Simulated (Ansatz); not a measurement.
# A computed series for TiSi2: response to strain

Consider TiSi$_{2}$ (space group Cmcm, No. 63; a = 3.527 Å, b = 13.523 Å, c = 3.566 Å). Axes: x, y, z lie along a, b, c of the conventional cell.

Strains are applied to the cell and any free atomic positions relax; under biaxial strain the out-of-plane vector relaxes too.

The values are results of Ansatz (a program for electronic structure), r2SCAN, PAW, cutoff 500 eV, no SOC, earlier PAW set, not measurements.

Notes on the quantities. pressure: mean of the normal stresses, compression positive.

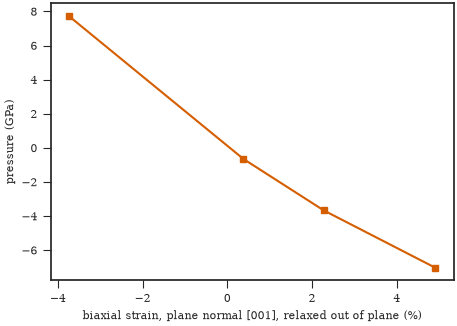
Pressure against biaxial strain, plane normal [001], relaxed out of plane

### Question
From the plot, what is the pressure for biaxial strain +2.28 %, plane normal [001], relaxed out of plane?

### Answer
About -4 GPa.

### Question
Is the trend monotonic over the range shown?

### Answer
Yes, it falls throughout, spanning -7.0 GPa to 7.7 GPa.

Without a gap, meshes like the base's 14×14×13 leave anisotropic stresses uncertain by several tenths of a GPa, and small strain energies with them. Whether these cells are dynamically stable was not tested. All final runs are without spin polarisation.
